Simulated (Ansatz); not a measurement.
**CH₁₂O₈: geometry relaxation (part 2 of 3)**

Continued. System: CH₁₂O₈ (disordered cell, 21 atoms in the cell). Method: DFT PBEsol, scalar-relativistic, plane waves, PAW, no spin polarisation (Ansatz 0.2.0); cutoff 420 eV, 1×1×1 k-mesh, Fermi–Dirac smearing of 0.02 eV. The run did not end well. It belongs to a series of runs on one base structure; here: start relaxed. The run did not end well; see the last part.

Geometry of the input (Å; fractional positions):
```
6.2658  0.0000  0.0000
0.0000  6.2658  0.0000
0.0000  0.0000  6.2658
O  0.8333  0.8640  0.9044
H  0.8475  0.8123  0.7595
H  0.8965  0.7521  0.9904
O  0.4274  0.2069  0.9485
H  0.5206  0.3256  0.9149
H  0.4301  0.1198  0.8209
O  0.6511  0.2039  0.2839
H  0.6977  0.3489  0.2581
H  0.7778  0.1326  0.3364
O  0.7026  0.2798  0.6580
H  0.7745  0.2964  0.7938
H  0.7971  0.3486  0.5569
O  0.7235  0.7083  0.3213
H  0.7843  0.6351  0.1995
H  0.5748  0.7271  0.2831
O  0.2497  0.4588  0.3687
H  0.2328  0.5855  0.2817
H  0.2745  0.3459  0.2661
C  0.2966  0.9782  0.4786
O  0.4712  0.9268  0.5262
O  0.1221  1.0297  0.4310
```

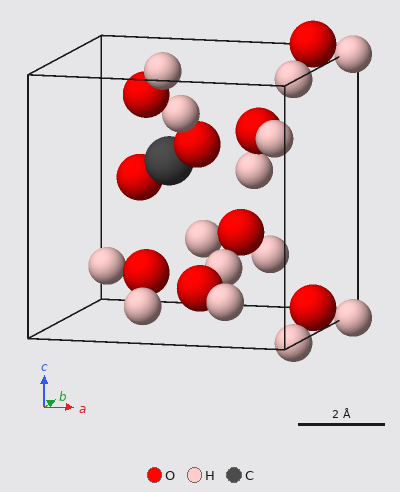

*The geometry at step 15 of the log (spheres-only view of the cell of the calculation, seen slightly off an axis).*

## Log, continued
```
relax step   9: F+E_penalty+E_count = -4921.97730331 eV  Δ(F+E_penalty+E_count) = -2.456e-1 eV  max|allowed force component| = 1.151e0 eV/Å  Δτ_max = 0.1953 Å  (6 SCF iters, dr2 threshold 1.00e-4 eV, accepted)
preconditioner: auto → Resta (q_TF=auto, 2.180 Å⁻¹)  ε∞=2.2  [insulator: Δε(μ)=4.513 eV  Ē_g=17.187 eV  σ=0.020 eV  W_gap=1.00  n_scr=32 (ndim 8)  ℏωp=18.9 eV  f_vac=0.294  D(μ)=0.00/eV (n_scr^D=0)  ε∞_Penn≈2.2]
relax step  10: F+E_penalty+E_count = -4922.19341965 eV  Δ(F+E_penalty+E_count) = -2.161e-1 eV  max|allowed force component| = 7.168e-1 eV/Å  Δτ_max = 0.1930 Å  (7 SCF iters, dr2 threshold 1.00e-4 eV, accepted)
preconditioner: auto → Resta (q_TF=auto, 2.180 Å⁻¹)  ε∞=2.2  [insulator: Δε(μ)=4.631 eV  Ē_g=17.278 eV  σ=0.020 eV  W_gap=1.00  n_scr=32 (ndim 8)  ℏωp=18.9 eV  f_vac=0.306  D(μ)=0.00/eV (n_scr^D=0)  ε∞_Penn≈2.2]
relax step  11: F+E_penalty+E_count = -4922.42228744 eV  Δ(F+E_penalty+E_count) = -2.289e-1 eV  max|allowed force component| = 5.814e-1 eV/Å  Δτ_max = 0.2000 Å  (6 SCF iters, dr2 threshold 1.00e-4 eV, accepted)
preconditioner: auto → Resta (q_TF=auto, 2.180 Å⁻¹)  ε∞=2.2  [insulator: Δε(μ)=4.769 eV  Ē_g=17.365 eV  σ=0.020 eV  W_gap=1.00  n_scr=32 (ndim 8)  ℏωp=18.9 eV  f_vac=0.315  D(μ)=0.00/eV (n_scr^D=0)  ε∞_Penn≈2.2]
relax step  12: F+E_penalty+E_count = -4922.63221729 eV  Δ(F+E_penalty+E_count) = -2.099e-1 eV  max|allowed force component| = 6.459e-1 eV/Å  Δτ_max = 0.1948 Å  (7 SCF iters, dr2 threshold 1.00e-4 eV, accepted)
preconditioner: auto → Resta (q_TF=auto, 2.180 Å⁻¹)  ε∞=2.2  [insulator: Δε(μ)=4.796 eV  Ē_g=17.444 eV  σ=0.020 eV  W_gap=1.00  n_scr=32 (ndim 8)  ℏωp=18.9 eV  f_vac=0.324  D(μ)=0.00/eV (n_scr^D=0)  ε∞_Penn≈2.2]
relax step  13: F+E_penalty+E_count = -4922.80907152 eV  Δ(F+E_penalty+E_count) = -1.769e-1 eV  max|allowed force component| = 4.981e-1 eV/Å  Δτ_max = 0.2000 Å  (7 SCF iters, dr2 threshold 1.00e-4 eV, accepted)
preconditioner: auto → Resta (q_TF=auto, 2.180 Å⁻¹)  ε∞=2.2  [insulator: Δε(μ)=4.806 eV  Ē_g=17.449 eV  σ=0.020 eV  W_gap=1.00  n_scr=32 (ndim 8)  ℏωp=18.9 eV  f_vac=0.330  D(μ)=0.00/eV (n_scr^D=0)  ε∞_Penn≈2.2]
relax step  14: F+E_penalty+E_count = -4922.92788020 eV  Δ(F+E_penalty+E_count) = -1.188e-1 eV  max|allowed force component| = 5.667e-1 eV/Å  Δτ_max = 0.1936 Å  (6 SCF iters, dr2 threshold 1.00e-4 eV, accepted)
[...]
SCF iter   1: F=—  HF=-4923.083395 eV  |F-HF|=—  |Δ(HF+E_count)|=         —  Δρ=2.09e-2  dr2=3.77e-1  ethr=5.75e-4  ⟨swp⟩=1.0  Hψ=215  notcnv=0  defer=12
preconditioner: auto → Resta (q_TF=auto, 2.180 Å⁻¹)  ε∞=2.2  [insulator: Δε(μ)=4.814 eV  Ē_g=17.448 eV  σ=0.020 eV  W_gap=1.00  n_scr=32 (ndim 8)  ℏωp=18.9 eV  f_vac=0.333  D(μ)=0.00/eV (n_scr^D=0)  ε∞_Penn≈2.2]
SCF iter   2: F=—  HF=-4923.020876 eV  |F-HF|=—  |Δ(HF+E_count)|=   6.25e-2  Δρ=1.02e-2  dr2=7.96e-2  ethr=5.75e-4  ⟨swp⟩=2.0  Hψ=64  notcnv=0  defer=12
SCF iter   3: F=—  HF=-4923.019106 eV  |F-HF|=—  |Δ(HF+E_count)|=   1.77e-3  Δρ=2.57e-3  dr2=1.07e-2  ethr=1.24e-4  ⟨swp⟩=2.0  Hψ=74  notcnv=0  defer=12
SCF iter   4: F=—  HF=-4923.017088 eV  |F-HF|=—  |Δ(HF+E_count)|=   2.02e-3  Δρ=6.15e-4  dr2=6.64e-4  ethr=1.68e-5  ⟨swp⟩=2.0  Hψ=80  notcnv=0  defer=12
SCF iter   5: F=—  HF=-4923.017405 eV  |F-HF|=—  |Δ(HF+E_count)|=   3.17e-4  Δρ=4.30e-4  dr2=4.20e-4  ethr=1.04e-6  ⟨swp⟩=2.0  Hψ=76  notcnv=0  defer=12
SCF iter   6: F=—  HF=-4923.017360 eV  |F-HF|=—  |Δ(HF+E_count)|=   4.55e-5  Δρ=1.13e-4  dr2=2.95e-5  ethr=6.56e-7  ⟨swp⟩=2.0  Hψ=66  notcnv=0  defer=12
SCF iter   7: F=—  HF=-4923.017366 eV  |F-HF|=—  |Δ(HF+E_count)|=   6.77e-6  Δρ=5.37e-5  dr2=6.05e-6  ethr=4.60e-8  ⟨swp⟩=2.0  Hψ=75  notcnv=0  defer=12
SCF iter   8: F=—  HF=-4923.017368 eV  |F-HF|=—  |Δ(HF+E_count)|=   1.81e-6  Δρ=1.73e-5  dr2=6.52e-7  ethr=9.45e-9  ⟨swp⟩=2.0  Hψ=72  notcnv=0  defer=12
SCF iter   9: F=-4923.017369 eV  HF=-4923.017369 eV  |F-HF|=5.38e-8  |Δ(HF+E_count)|=   3.42e-7  Δρ=4.66e-6  dr2=4.07e-8  ethr=1.56e-10  ⟨swp⟩=5.0  Hψ=166  notcnv=0
SCF 15 converged in 9 iterations: F = -4923.017369 eV  dr2 = 4.07e-8
relax step  15: F+E_penalty+E_count = -4923.01736868 eV  Δ(F+E_penalty+E_count) = -8.949e-2 eV  max|allowed force component| = 5.817e-1 eV/Å  Δτ_max = 0.1935 Å  (9 SCF iters, accepted)
Step failed. What follows is not a result of the run: it is the report of the last solve that finished, which converged after 9 SCF iterations.
Free energy (F): -4923.017369 eV
Harris-Foulkes:  -4923.017369 eV  (|F-HF|=5.38e-8)
Internal energy: -4923.017369 eV  (E = F + TS)
E sigma→0 (E₀):  -4923.017369 eV
Fermi energy:    -0.364655 eV
--- Per-component energies (eV) ---
  E_band       = -643.883295
  E_kinetic    = 1645.176580
  E_local      = -5332.237055  (includes V_loc(G=0)·N_el)
  E_nonlocal   = 436.521817
  E_hartree    = 1920.687827
  E_xc         = -725.459238
  E_vxc        = -929.692204  (∫ρ·V_xc dr)
  E_paw        = -1324.412695  (= ΣΔE_a)
  E_vpaw       = -305.035414  (= ΣTr[D̂ρ^β])
  E_aug_tail   = 0.006254  (compensation charges beyond the density's cutoff)
  E_ewald      = -1543.604263
  E_core_change = 0.303404  (= ΣΔE_core)
  E_smearing   = -0.000000  (= −TS)
  E_closure    = -0.000000  (closes the sum)
  Σ components = -4923.017369   (vs F -4923.017369, Δ=0.00e0)
--- Forces (eV/Å), atoms counted from 1 ---
  atom   1  O     -0.07096161     0.02037691    -0.10244157
  atom   2  H     -0.04262079     0.09793620     0.03696362
  atom   3  H      0.01474725    -0.02320043     0.07073412
  atom   4  O      0.06775333     0.02793685    -0.01747801
  atom   5  H     -0.01936384     0.02428237     0.01346879
  atom   6  H     -0.01057932    -0.02517689    -0.00300209
  atom   7  O      0.37528472    -0.03759765     0.02079508
  atom   8  H     -0.10845264    -0.22246593    -0.08434030
  atom   9  H     -0.33774960     0.11152776     0.01313376
  atom  10  O      0.01589093     0.06536397    -0.21050309
  atom  11  H      0.00069736     0.06016124    -0.02583120
  atom  12  H      0.03867969    -0.09736195     0.22262122
  atom  13  O      0.15690707     0.01723805     0.03237609
  atom  14  H     -0.14765386    -0.09469270     0.10146403
  atom  15  H     -0.07213942     0.02349250    -0.08998259
  atom  16  O     -0.52419131     0.05773875    -0.00082897
  atom  17  H      0.58166942    -0.07831757     0.05054665
  atom  18  H      0.04675978     0.04022231    -0.03225608
  atom  19  C      0.00314796     0.05340618    -0.04998128
  atom  20  O     -0.23559964     0.13098293    -0.11063337
  atom  21  O      0.26781913    -0.15184003     0.16517651
  max |Σ_I F_I| component: 4.46e-5 eV/Å
End of that report.
Error: geometry relaxation did not converge after 15 steps: max|allowed force component| = 5.82e-1 eV/Å (threshold 3.0e-1). Raise `relax.max_steps` over both its present limit and 15, loosen `relax.f_tol`, or start from a geometry closer to equilibrium. Where this run's directory can be resumed (`checkpoint.write`), a resume goes on for up to `relax.max_steps` more
```

## Trajectory as extended XYZ (Å, eV, eV/Å), 15 frames, from step=1 to step=15
```
21
Lattice="6.2658 0.0000 0.0000 0.0000 6.2658 0.0000 0.0000 0.0000 6.2658" Properties=species:S:1:pos:R:3:forces:R:3 step=1 energy=-4918.99600
O     5.2213    5.4134    5.6670    0.0445  -0.0187   0.0203
H     5.3104    5.0895    4.7586   -0.0669   0.0277  -0.3593
H     5.6172    4.7125    6.2056    0.2543   0.2138  -0.1115
O     2.6780    1.2965    5.9434   -1.1502   0.0325   0.4601
H     3.2618    2.0400    5.7324   -0.2448  -0.1328  -0.3386
H     2.6951    0.7508    5.1434    0.2685   0.1575  -0.1117
O     4.0794    1.2773    1.7791    0.3079   0.1723  -0.7796
H     4.3718    2.1864    1.6172   -0.1586   0.0428   0.1071
H     4.8736    0.8307    2.1076    0.0157  -0.3138   0.0131
O     4.4021    1.7530    4.1230    0.5115   0.4655   0.8321
H     4.8528    1.8574    4.9740    0.4292  -0.3174   0.0981
H     4.9944    2.1845    3.4897   -0.0422   0.2405  -0.0449
O     4.5331    4.4379    2.0130    0.5877  -0.6886   0.0590
H     4.9145    3.9795    1.2497   -0.0496   0.0337  -0.0300
H     3.6019    4.5558    1.7742    0.0315   0.0811   0.0432
O     1.5648    2.8750    2.3103   -0.2436   0.5100   0.1280
H     1.4587    3.6684    1.7648   -0.0876  -0.0410  -0.0993
H     1.7201    2.1676    1.6672    0.2543  -0.2995  -0.4049
C     1.8587    6.1293    2.9986    0.1576   0.1873   0.1186
O     2.9525    5.8069    3.2968   -1.7945   0.1076   0.1470
O     0.7649    6.4517    2.7004    0.9767  -0.4599   0.2529
21
Lattice="6.2658 0.0000 0.0000 0.0000 6.2658 0.0000 0.0000 0.0000 6.2658" Properties=species:S:1:pos:R:3:forces:R:3 step=2 energy=-4919.75103
O     5.2227    5.4219    5.6269    0.0852  -0.1557   0.1455
H     5.2946    5.0992    4.7132   -0.0788  -0.0078  -0.1817
H     5.7024    4.7617    6.1564    0.1891   0.3044  -0.2576
O     2.4872    1.3474    5.9123   -0.5418  -0.2454  -0.5910
H     3.1567    2.0378    5.7463   -0.2125  -0.2058  -0.1740
H     2.6891    0.7291    5.1654   -0.0365   0.5144   0.7086
O     4.1069    1.2644    1.6818    0.4302   0.1337  -0.4216
H     4.3818    2.2000    1.6448   -0.2168  -0.2004   0.2561
H     4.8667    0.8061    2.0851   -0.1443  -0.0217  -0.0217
O     4.4571    1.8162    4.2153    0.6400   0.3128   0.9582
H     5.0216    1.7970    5.0193    0.0012  -0.2704  -0.5188
H     4.9983    2.2540    3.5360   -0.0708   0.1905   0.1219
O     4.5838    4.3005    2.0581   -0.1065  -0.5108  -0.5164
H     4.9331    3.9609    1.2105   -0.0995   0.2509   0.2413
H     3.6703    4.5748    1.8139    0.6137  -0.0636   0.3312
O     1.5177    2.8955    2.2712   -0.0832   0.0020  -0.1628
H     1.4279    3.6804    1.7131   -0.0660   0.0069  -0.1543
H     1.7722    2.1871    1.6419    0.0910   0.0808  -0.0508
C     1.8139    6.1126    3.0346   -0.2483   0.2881  -0.0178
O     2.8729    5.7652    3.3849   -0.4585  -0.1331   0.2035
O     0.7500    6.4523    2.6854    0.3128  -0.2688   0.1022
21
Lattice="6.2658 0.0000 0.0000 0.0000 6.2658 0.0000 0.0000 0.0000 6.2658" Properties=species:S:1:pos:R:3:forces:R:3 step=3 energy=-4920.19088
O     5.2080    5.4080    5.6144    0.4299  -0.4892   0.4327
H     5.2559    5.1013    4.6906   -0.0666  -0.0634  -0.0339
H     5.8252    4.8159    6.1046   -0.1504   0.6116  -0.6080
O     2.3197    1.4249    5.8490    0.9242  -0.8683  -1.3299
H     3.1040    2.0224    5.7341   -0.6549  -0.2483   0.0241
H     2.6829    0.6931    5.2336   -0.7978   1.1905   1.3183
O     4.1523    1.2337    1.5719    0.8975   0.9752   0.2596
H     4.3337    2.2078    1.7461   -0.4742  -1.1129  -0.0865
H     4.8598    0.8005    2.1056   -0.4901   0.1671  -0.3283
O     4.4897    1.8829    4.2896    1.1942  -0.0337   1.3217
H     5.1573    1.6946    5.0188   -0.7290   0.0620  -1.1578
H     4.9913    2.3328    3.5839   -0.0274   0.1661   0.2555
O     4.6240    4.1676    2.0805   -0.5362  -0.1014  -1.6329
H     4.9434    4.0156    1.1434   -0.3212   0.2683   1.1217
H     3.7382    4.5919    1.8858    1.0690  -0.4470   0.5977
O     1.4849    2.9028    2.2218    0.0912  -0.2238  -0.2748
H     1.4072    3.6813    1.6530   -0.0485  -0.0094  -0.1604
H     1.8056    2.1972    1.6089   -0.0634   0.2642   0.0779
C     1.7834    6.1021    3.0595   -0.2836   0.2707  -0.0291
O     2.8257    5.7451    3.4400    0.0320  -0.2216   0.2199
O     0.7346    6.4425    2.6814    0.0054  -0.1565   0.0124
21
Lattice="6.2658 0.0000 0.0000 0.0000 6.2658 0.0000 0.0000 0.0000 6.2658" Properties=species:S:1:pos:R:3:forces:R:3 step=4 energy=-4920.67391
O     5.2039    5.3716    5.6119    0.8984  -0.6065   0.5556
H     5.2098    5.0870    4.6789   -0.0655  -0.0898   0.0128
H     5.9800    4.8968    6.0151   -0.6457   0.6745  -0.6635
O     2.2569    1.4537    5.8131    0.1411  -0.4874  -0.4725
H     3.0318    2.0446    5.7061   -0.1050   0.0252  -0.1177
H     2.6363    0.6797    5.3207   -0.3848   0.5248   0.6108
O     4.1981    1.2363    1.4892    0.4152   0.5050   0.4199
H     4.2591    2.1853    1.7853   -0.2113  -0.6159  -0.1998
H     4.8322    0.8003    2.0981   -0.2727   0.1240  -0.2881
O     4.5395    1.9428    4.3756    0.9217  -0.1729   0.7474
H     5.2503    1.6017    4.9851   -0.6470   0.2174  -0.6408
H     5.0090    2.4252    3.6711    0.0050   0.1547   0.1043
O     4.6440    4.0728    2.0693   -0.4940   0.1850  -0.7475
H     4.9206    4.0554    1.1221   -0.1125   0.0829   0.4487
H     3.7933    4.5769    1.9996    0.6903  -0.4207   0.4116
O     1.4873    2.9071    2.1671    0.0681   0.0380  -0.0520
H     1.3805    3.6770    1.5901   -0.0607  -0.0576  -0.1210
H     1.8164    2.2089    1.5614    0.0001   0.0143  -0.1453
C     1.7612    6.0872    3.0848   -0.2291   0.2351  -0.0468
O     2.7975    5.7241    3.4828   -0.0345  -0.1498   0.1164
O     0.7191    6.4299    2.6890    0.1226  -0.1802   0.0672
21
Lattice="6.2658 0.0000 0.0000 0.0000 6.2658 0.0000 0.0000 0.0000 6.2658" Properties=species:S:1:pos:R:3:forces:R:3 step=5 energy=-4920.96471
O     5.2447    5.3357    5.6306    1.3913  -0.7244   0.3606
H     5.1416    5.0276    4.7037    0.0370  -0.0086   0.3142
H     6.1379    4.9683    5.9170   -1.2900   0.6627  -0.6687
O     2.1999    1.5055    5.7642   -0.1628  -0.7186  -0.1238
H     2.9880    2.0636    5.6389    0.2349   0.1641  -0.2540
H     2.5833    0.6466    5.4575   -0.2901   0.6127   0.4272
O     4.1824    1.2269    1.4793    0.1059  -0.0512   0.0235
H     4.2083    2.1641    1.7714   -0.1118  -0.0272  -0.0077
H     4.8341    0.8083    2.0704   -0.0902   0.0250  -0.1004
O     4.5871    2.0024    4.4141    0.5072  -0.0677   0.4222
H     5.2806    1.5826    4.9747   -0.3400   0.1750  -0.3109
H     5.0635    2.5120    3.7342    0.0009   0.0709   0.0014
O     4.6669    4.0129    2.0574   -0.5849   0.3475  -0.2379
H     4.8719    4.1151    1.1013   -0.0434   0.1240   0.1504
H     3.8275    4.5335    2.1427    0.6647  -0.5057   0.1802
O     1.5624    2.9180    2.1101   -0.0475   0.4535  -0.3751
H     1.3161    3.6550    1.5147    0.0000  -0.4195   0.2492
H     1.8056    2.2073    1.4776    0.0660  -0.0295  -0.1497
C     1.7434    6.0677    3.1179   -0.0844   0.1850  -0.0310
O     2.7715    5.6981    3.5359   -0.1132  -0.1106   0.0611
O     0.7101    6.4130    2.7025    0.1499  -0.1568   0.0694
21
Lattice="6.2658 0.0000 0.0000 0.0000 6.2658 0.0000 0.0000 0.0000 6.2658" Properties=species:S:1:pos:R:3:forces:R:3 step=6 energy=-4921.26087
O     5.3129    5.2389    5.6760    0.9761  -0.5330   0.1048
H     5.1035    4.8765    4.7847    0.0677  -0.0075   0.4224
H     6.2286    4.8986    5.8658   -0.9455   0.4097  -0.4247
O     2.2041    1.5839    5.7306    0.0773  -0.6319  -0.1156
H     2.9723    2.1372    5.4750    0.0864   0.0064  -0.2349
H     2.5970    0.6891    5.5723   -0.2619   0.7109   0.4047
O     4.1138    1.1266    1.4983    0.1360  -0.1001   0.0821
H     4.1632    2.0791    1.7321   -0.0732   0.0035  -0.0078
H     4.8264    0.7383    2.0400   -0.1371   0.0388  -0.1258
O     4.6369    2.1928    4.4497    0.6477   0.0170   0.1023
H     5.3316    1.6955    4.9381   -0.3517   0.2016  -0.2088
H     5.0956    2.5850    3.6742   -0.2441  -0.0361   0.1534
O     4.6489    3.9343    2.0731   -0.4746   0.3164  -0.1742
H     4.8363    4.1537    1.1305   -0.0135   0.1041   0.1200
H     3.7920    4.3992    2.2326    0.5008  -0.4408   0.0825
O     1.5564    2.9735    1.9655   -0.0547   0.4302  -0.2941
H     1.2070    3.6714    1.3763    0.0391  -0.3674   0.2563
H     1.8325    2.2769    1.3277    0.0494  -0.0502  -0.1772
C     1.7584    6.0800    3.2573   -0.0960   0.1954  -0.1134
O     2.7483    5.6190    3.6854   -0.3003   0.0197  -0.0261
O     0.7610    6.5145    2.8309    0.3717  -0.2859   0.1736
```
